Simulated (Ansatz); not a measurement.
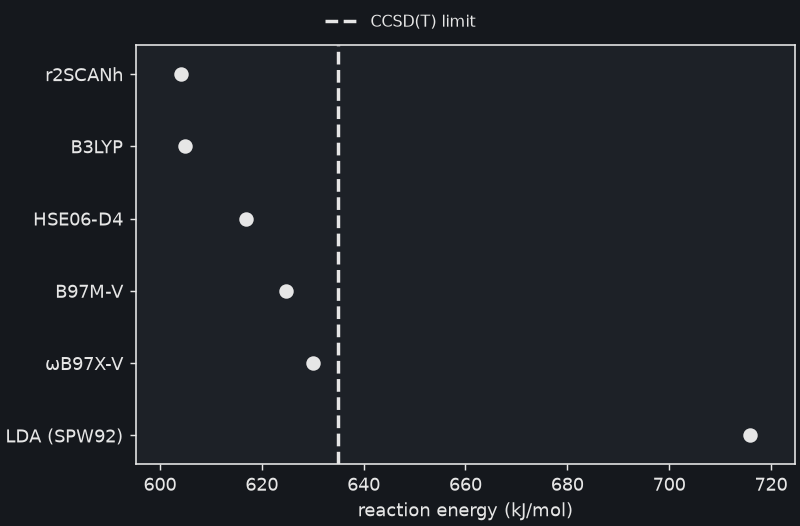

Electronic reaction energy of BSiH₄O₂Br (OB(Br)O[SiH3]) → BSiH₃OBr ([SiH3]O[B]Br) [doublet] + HO ([OH]) [doublet] (SMILES in brackets) at several levels (functionals in def2-TZVPP unless a basis is named), isolated molecules at PBE0-D4 triple-zeta geometries, minima by their frequencies, no zero-point or thermal terms, the Ansatz code. The line is frozen-core CCSD(T) at the basis limit (MP2 extrapolated from triple and quadruple zeta, plus CCSD(T) less MP2 in a smaller set). No dispersion term is added to r2SCANh and B3LYP. The limit lies 12.2 kJ/mol from CCSD(T)/def2-TZVPP, so the line itself is uncertain by a part of that.

What do zero-point energy and temperature add?

Zero-point change −22.7 kJ/mol; at 298.15 K and 1 bar the CCSD(T) limit plus thermal terms gives an enthalpy of reaction of 618.3 and a free energy of 567.9 kJ/mol (harmonic PBE0-D4 modes, ideal gas).

Which level comes closest to the line (CCSD(T) limit), and which misses most?

Closest ωB97X-V (630.0 kJ/mol), against 634.9 kJ/mol; farthest LDA (SPW92) (715.8 kJ/mol).

Caveats: no scalar relativity up to krypton; outer-core shells are correlated without core-valence functions, which makes the correlated values less sure; one conformer of each flexible molecule.
